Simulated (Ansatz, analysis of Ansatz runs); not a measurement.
## Migration in CaLa2S4 (I-42d): V_S hop (3.3 Å), charge +2

Aim: the barrier of one jump in CaLa2S4 (I-42d) at charge +2: V_S hop (3.3 Å). The model is a cell of 56 host atoms with 1 S taken out; S is the atom that moves.

Calculated with Ansatz 0.2.0; plane-wave PAW DFT, PBEsol; nudged elastic band between two relaxed defect structures at fixed charge in a uniform background.

**1. Set-up**

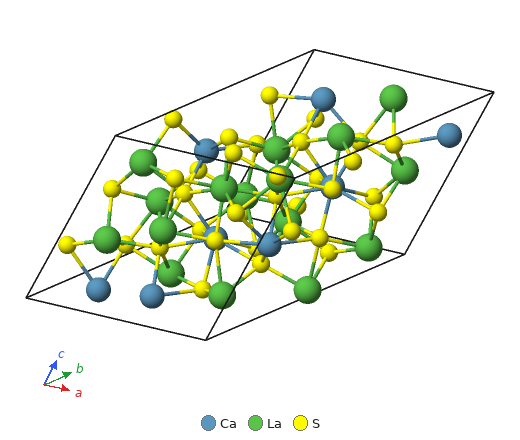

Start, viewed from a free direction; calcium blue, lanthanum green, sulfur yellow. Some periodic images of atoms are drawn too.

The cell holds 55 atoms: 8 Ca, 16 La and 31 S. Its edges and angles: a = 12.120 Å, b = 12.120 Å, c = 12.088 Å, α = 60.1°, β = 60.1°, γ = 59.8°. It derives from CaLa2S4 (space group I-42d). Nearest the centre at fractional (0.527, 0.600, 0.721): S34 at 1.63 Å, La15 at 2.44 Å, La22 at 2.48 Å, La18 at 2.64 Å, S46 at 3.57 Å, S26 at 3.60 Å, Ca3 at 3.64 Å, Ca8 at 3.64 Å. The cell carries charge +2.

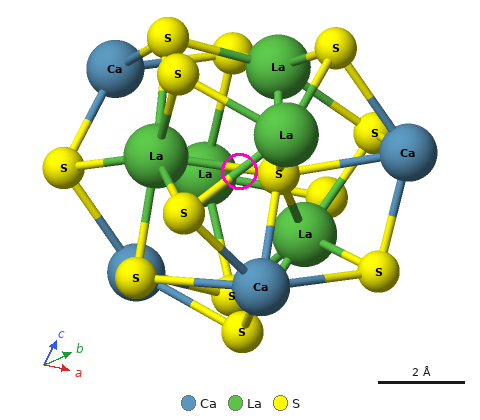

The atoms within 5 Å of the centre. A ring marks the centre wherever it is empty.

The cell's shortest repeat is 12.1 Å.

**2. Relaxation of the start point, charge +2**

The ends come first: from an unrelaxed start the top is counted from too high an energy, and the barrier comes out too low. Small random displacements break the symmetry of the ideal sites, so that the defect can distort if it gains by it. The charge of +2 is set by the electron count, and a uniform background keeps the cell neutral.

Contents of qp2_c56k1s.start/input.yaml:

```yaml
crystal:
  lattice:
    - [0.0, 8.54729057, 8.59293812]
    - [8.54729057, 0.0, 8.59293812]
    - [8.54729057, 8.54729057, 0.0]
  atoms:
    - { symbol: Ca, position: [0.0, 0.0, 0.0] }
    - { symbol: Ca, position: [0.25, 0.25, 0.25] }
    - { symbol: Ca, position: [0.5, 0.5, 0.5] }
    - { symbol: Ca, position: [0.75, 0.75, 0.75] }
    - { symbol: Ca, position: [0.125, 0.625, 0.875] }
    - { symbol: Ca, position: [0.375, 0.875, 0.125] }
    - { symbol: Ca, position: [0.625, 0.125, 0.375] }
    - { symbol: Ca, position: [0.875, 0.375, 0.625] }
    - { symbol: La, position: [0.0022161, 0.6227839, 0.2477839] }
    - { symbol: La, position: [0.2522161, 0.8727839, 0.4977839] }
    - { symbol: La, position: [0.5022161, 0.1227839, 0.7477839] }
    - { symbol: La, position: [0.7522161, 0.3727839, 0.9977839] }
    - { symbol: La, position: [0.1272161, 0.2477839, 0.0022161] }
    - { symbol: La, position: [0.3772161, 0.4977839, 0.2522161] }
    - { symbol: La, position: [0.6272161, 0.7477839, 0.5022161] }
    - { symbol: La, position: [0.8772161, 0.9977839, 0.7522161] }
    - { symbol: La, position: [0.1227839, 0.5022161, 0.6272161] }
    - { symbol: La, position: [0.3727839, 0.7522161, 0.8772161] }
    - { symbol: La, position: [0.6227839, 0.0022161, 0.1272161] }
    - { symbol: La, position: [0.8727839, 0.2522161, 0.3772161] }
    - { symbol: La, position: [0.2477839, 0.1272161, 0.6227839] }
    - { symbol: La, position: [0.4977839, 0.3772161, 0.8727839] }
    - { symbol: La, position: [0.7477839, 0.6272161, 0.1227839] }
    - { symbol: La, position: [0.9977839, 0.8772161, 0.3727839] }
    - { symbol: S, position: [0.02424153, 0.27631706, 0.79831986] }
    - { symbol: S, position: [0.27424153, 0.52631706, 0.04831986] }
    - { symbol: S, position: [0.52424153, 0.77631706, 0.29831986] }
    - { symbol: S, position: [0.77424153, 0.02631706, 0.54831986] }
    - { symbol: S, position: [0.15131706, 0.39924153, 0.42331986] }
    - { symbol: S, position: [0.65131706, 0.89924153, 0.92331986] }
    - { symbol: S, position: [0.90131706, 0.14924153, 0.17331986] }
    - { symbol: S, position: [0.15112155, 0.04831986, 0.27424153] }
    - { symbol: S, position: [0.40112155, 0.29831986, 0.52424153] }
    - { symbol: S, position: [0.65112155, 0.54831986, 0.77424153] }
    - { symbol: S, position: [0.90112155, 0.79831986, 0.02424153] }
    - { symbol: S, position: [0.14924153, 0.90131706, 0.77612155] }
    - { symbol: S, position: [0.39924153, 0.15131706, 0.02612155] }
    - { symbol: S, position: [0.64924153, 0.40131706, 0.27612155] }
    - { symbol: S, position: [0.89924153, 0.65131706, 0.52612155] }
    - { symbol: S, position: [0.17331986, 0.77612155, 0.14924153] }
    - { symbol: S, position: [0.42331986, 0.02612155, 0.39924153] }
    - { symbol: S, position: [0.67331986, 0.27612155, 0.64924153] }
    - { symbol: S, position: [0.92331986, 0.52612155, 0.89924153] }
    - { symbol: S, position: [0.02612155, 0.42331986, 0.15131706] }
    - { symbol: S, position: [0.27612155, 0.67331986, 0.40131706] }
    - { symbol: S, position: [0.52612155, 0.92331986, 0.65131706] }
    - { symbol: S, position: [0.77612155, 0.17331986, 0.90131706] }
    - { symbol: S, position: [0.04831986, 0.15112155, 0.52631706] }
    - { symbol: S, position: [0.29831986, 0.40112155, 0.77631706] }
    - { symbol: S, position: [0.54831986, 0.65112155, 0.02631706] }
    - { symbol: S, position: [0.79831986, 0.90112155, 0.27631706] }
    - { symbol: S, position: [0.02631706, 0.77424153, 0.65112155] }
    - { symbol: S, position: [0.27631706, 0.02424153, 0.90112155] }
    - { symbol: S, position: [0.52631706, 0.27424153, 0.15112155] }
    - { symbol: S, position: [0.77631706, 0.52424153, 0.40112155] }
total_charge: 2
basis:
  ecutwfc: 420
  xc_grid: 2
hamiltonian:
  xc: pbesol
kpoints:
  mp_grid: { grid: [1, 1, 1], shift: [0.25, 0.25, 0.25] }
scf:
  occupations: { method: fixed }
  max_iter: 120
output:
  forces: true
relax:
  f_tol: 0.02
  max_steps: 70
  random_displacement: { amplitude: 0.03, seed: 1121 }
```

Started as:

```bash
ansatz run input.yaml --threads 32 --pin off --max-ram 84787MiB --backend cuda --events-out ev --progress --plain --runs-dir out --max-vram 78GiB
```

Numbers of over 12 decimals in the logs are rounded to 6 here.

Output:

```text
[... repeated set-up lines and file paths are left out, and long positions are rounded to six places ...]
The last accepted step is kept in <dir> (removed where the run ends without a failure and the disk answers)
Engine: ansatz 0.2.0, aarch64-unknown-linux-gnu
Pseudopotentials: kind: paw
Pseudopotential: Ca, paw, valence charge 10, recommended cutoff 420 eV (normal), Ca.paw.azcp
Pseudopotential: La, paw, valence charge 11, recommended cutoff 420 eV (normal), La.paw.azcp
Pseudopotential: S, paw, valence charge 6, recommended cutoff 420 eV (normal), S.paw.azcp
Functional definition: PBEsol
  exchange = pbesol_x
  correlation = pbesol_c
[...]
Crystal: 55 atoms, lattice volume = 1255.534 Å³
Basis set: ecut = 420 eV, 24517 PW (Γ), exchange–correlation on 180×180×162 points (8 copies of the dense FFT grid, shifted against one another)
Bands: 275, of which v1, the nominal top of the filled ones, is band 220 counted from 1 (219 counted from 0)
Symmetry: 1 space group operations
k-points: 1
Non-local potential: Ca, projectors of the file, l = 0: 3, l = 1: 2, l = 2: 2
Non-local potential: La, projectors of the file, l = 0: 3, l = 1: 2, l = 2: 2, l = 3: 3
Non-local potential: S, projectors of the file, l = 0: 2, l = 1: 2, l = 2: 2
PAW form: soft (Blöchl's): semilocal exchange-correlation on the pseudo side does not see the compensation charge
PAW frozen core: Ca, regenerated for the run's functional, and the local potential with it (the file was generated under x = pbe(κ = 0.804, μ = 0.219515), c = pbe(β = 0.066725))
PAW frozen core: La, regenerated for the run's functional, and the local potential with it (the file was generated under x = pbe(κ = 0.804, μ = 0.219515), c = pbe(β = 0.066725))
PAW frozen core: S, regenerated for the run's functional, and the local potential with it (the file was generated under x = pbe(κ = 0.804, μ = 0.219515), c = pbe(β = 0.066725))
PAW one-centre angular grid: Ca, 110 points (default); XC on 64 Gauss nodes
PAW one-centre angular grid: La, 590 points (default); XC on 64 Gauss nodes
PAW one-centre angular grid: S, 110 points (default); XC on 64 Gauss nodes
Initial density: superposition of atomic densities (neutral atoms scaled as one to the charged cell's electrons: chi_scale 0, normalization atom), corrected by the library's trained network
Initial wavefunctions: pseudopotential atomic-orbital guess
[...]
Functional: x = pbesol(κ = 0.804, μ = 0.123457), c = pbesol(β = 0.046)
SCF iter   1: F=—  HF=-140503.252976 eV  |F-HF|=—  |Δ(HF+E_count)|=         —  Δρ=6.59e-3  dr2=2.30e0  ethr=1.77e-3  ⟨swp⟩=6.0  Hψ=897  notcnv=0  defer=50
preconditioner: auto → Resta (q_TF=auto, 2.291 Å⁻¹)  ε∞=4.7  [insulator: Δε(μ)=1.424 eV  Ē_g=10.095 eV  n_scr=258 (ndim 8)  ℏωp=19.4 eV  f_vac=0.000  ε∞_Penn≈4.7]
SCF iter   2: F=—  HF=-140502.836322 eV  |F-HF|=—  |Δ(HF+E_count)|=   4.17e-1  Δρ=3.20e-3  dr2=4.75e-1  ethr=5.23e-4  ⟨swp⟩=4.0  Hψ=358  notcnv=0  defer=53
[...]
SCF iter   7: F=-140502.726061 eV  HF=-140502.726062 eV  |F-HF|=1.29e-6  |Δ(HF+E_count)|=   2.14e-5  Δρ=1.71e-5  dr2=6.47e-6  ethr=2.27e-9  ⟨swp⟩=3.0  Hψ=1157  notcnv=0
SCF 1 converged in 7 iterations: F = -140502.726061 eV  dr2 = 6.47e-6
  greatest PAW one-centre occupation: 0.995 electrons in one spin orbital (limit 2), on the Ca atom at site 4 (counted from 0), in its partial waves of l = 0
relax step   1: F+E_penalty+E_count = -140502.72606097 eV  Δ(F+E_penalty+E_count) = +0.000e0 eV  max|allowed force component| = 1.501e0 eV/Å  Δτ_max = 0.0000 Å  (7 SCF iters, dr2 threshold 1.00e-5 eV, accepted)
[... the SCF cycles and remarks between the steps are left out from here to the last step ...]
relax step   2: F+E_penalty+E_count = -140503.83268468 eV  Δ(F+E_penalty+E_count) = -1.107e0 eV  max|allowed force component| = 6.037e-1 eV/Å  Δτ_max = 0.1950 Å  (6 SCF iters, dr2 threshold 1.00e-4 eV, accepted)
relax step   3: F+E_penalty+E_count = -140504.14341887 eV  Δ(F+E_penalty+E_count) = -3.107e-1 eV  max|allowed force component| = 1.926e-1 eV/Å  Δτ_max = 0.2000 Å  (6 SCF iters, dr2 threshold 2.28e-5 eV, accepted)
relax step   4: F+E_penalty+E_count = -140504.16256268 eV  Δ(F+E_penalty+E_count) = -1.914e-2 eV  max|allowed force component| = 7.645e-2 eV/Å  Δτ_max = 0.0813 Å  (6 SCF iters, dr2 threshold 3.77e-6 eV, accepted)
relax step   5: F+E_penalty+E_count = -140504.16599315 eV  Δ(F+E_penalty+E_count) = -3.430e-3 eV  max|allowed force component| = 1.942e-2 eV/Å  Δτ_max = 0.0357 Å  (6 SCF iters, dr2 threshold 5.95e-7 eV, accepted)
[...]
SCF 6 converged in 2 iterations: F = -140504.165993 eV  dr2 = 2.33e-8
relax step   6: F+E_penalty+E_count = -140504.16599320 eV  Δ(F+E_penalty+E_count) = -5.562e-8 eV  max|allowed force component| = 1.942e-2 eV/Å  Δτ_max = 0.0000 Å  (2 SCF iters, accepted)
SCF converged after 2 iterations
[...]
max |Σ_I F_I| component: 5.20e-5 eV/Å
--- Relaxed structure (6 steps of the walk, 6 accepted, 0 SCFs on fresh bases) ---
  F+E_penalty+E_count = -140504.16599320 eV   max|allowed force component| = 1.942e-2 eV/Å
  atoms:
    - { symbol: Ca, position: [0.001776, 0.000279, -0.000871] }
    - { symbol: Ca, position: [0.248248, 0.250359, 0.251791] }
    - { symbol: Ca, position: [0.505665, 0.489074, 0.492248] }
    [... 4 atoms left out ...]
    - { symbol: Ca, position: [0.870977, 0.375945, 0.624985] }
    [... 6 atoms left out ...]
    - { symbol: La, position: [0.634064, 0.757628, 0.492799] }
    [... 2 atoms left out ...]
    - { symbol: La, position: [0.372820, 0.755877, 0.888416] }
    [... 3 atoms left out ...]
    - { symbol: La, position: [0.498781, 0.361742, 0.886114] }
    [... 3 atoms left out ...]
    - { symbol: S, position: [0.275885, 0.529393, 0.043154] }
    [... 7 atoms left out ...]
    - { symbol: S, position: [0.622368, 0.558578, 0.763796] }
    [... 7 atoms left out ...]
    - { symbol: S, position: [0.673395, 0.274721, 0.651064] }
    [... 3 atoms left out ...]
    - { symbol: S, position: [0.525952, 0.924315, 0.651864] }
    [... 8 atoms left out ...]
    - { symbol: S, position: [0.774430, 0.525919, 0.401530] }
```

It took 3.4 s on 1 × NVIDIA GB200 with 32 threads of Arm Neoverse V2, shared host; peak memory 1.4 GiB.

Relaxation path:

```
step  energy less that of the first step (eV)  largest force component (eV/Å)
   1                                   0.0000                          1.5011
   2                                  -1.1066                          0.6037
   3                                  -1.4174                          0.1926
   4                                  -1.4365                          0.0765
   5                                  -1.4399                          0.0194
   6                                  -1.4399                          0.0194
```

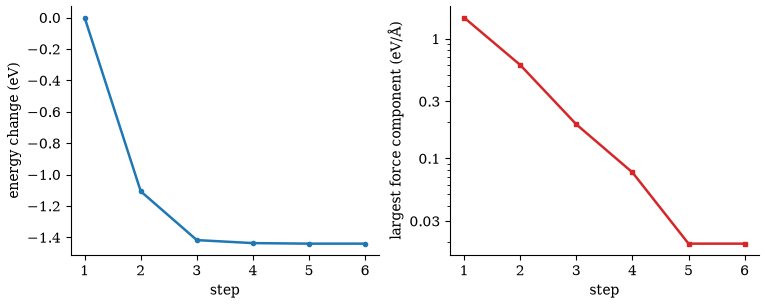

Energy and largest force along the relaxation.

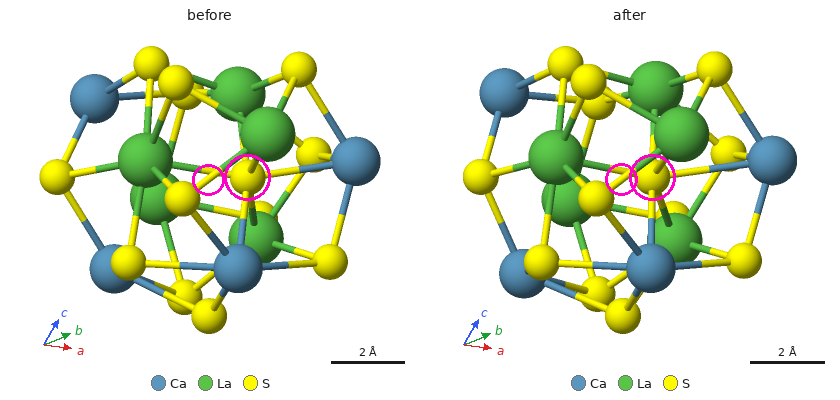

Before and after: the atoms that start within 5 Å of the centre. S34, which moves most, is ringed if it is among them. A ring with no atom in it marks the empty centre.

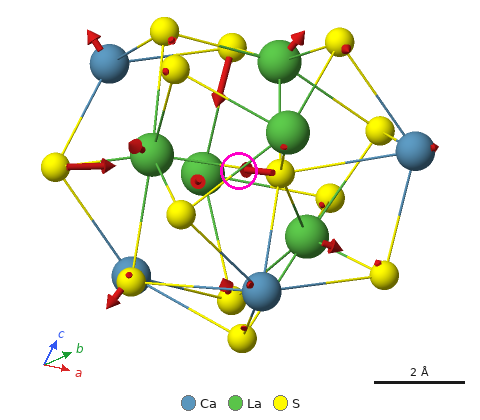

Displacements in the relaxation from the typed sites near the centre, exaggerated, the mean shift taken out; the longest in the cell stands for 0.37 Å. A ring marks the centre wherever it is empty.

The atoms that moved most (Å, from the sites as typed, ahead of the random displacement, the mean shift of all atoms taken out):

| atom | dx | dy | dz | length |
| --- | --- | --- | --- | --- |
| S34 | 0.001 | -0.333 | -0.159 | 0.369 |
| S36 | -0.350 | 0.102 | 0.014 | 0.365 |
| S49 | 0.131 | -0.019 | 0.296 | 0.324 |
| La22 | -0.016 | 0.125 | -0.124 | 0.177 |
| La18 | 0.130 | 0.098 | 0.032 | 0.166 |
| Ca3 | -0.157 | -0.016 | -0.045 | 0.164 |
| Ca5 | 0.097 | -0.025 | -0.126 | 0.161 |
| La15 | 0.006 | -0.020 | 0.144 | 0.145 |

Neighbours of S34 at the end:

```
atom  distance (Å)
La22         2.826
La15         2.927
 Ca8         2.958
La18         2.985
La12         3.145
 Ca4         3.330
 S39         3.389
 S50         3.440
```

Numbers from this step:

```yaml
free_energy: -140504.1660 eV
r_m_s_move_of_the_farther_half_of_the_atoms: 0.02942 Å
largest_move_from_the_ideal_geometry_of_this_structure_a_common_shift_of_the_far_atoms_taken_out: 0.3705 Å
```

The relaxation gained 1.440 eV and ended with a largest force component of 0.019 eV/Å.

(Continued in part 2 of 3.)

[Logs are printed without paths, hosts, clocks, repeated set-up lines and the standing remarks that a program may print on its own settings, such as how far it seeks lower states.]

[Hosts, paths, dates, database ids (printed as entryN), source tags and the programs' standing remarks are cut or masked in the printed files.]
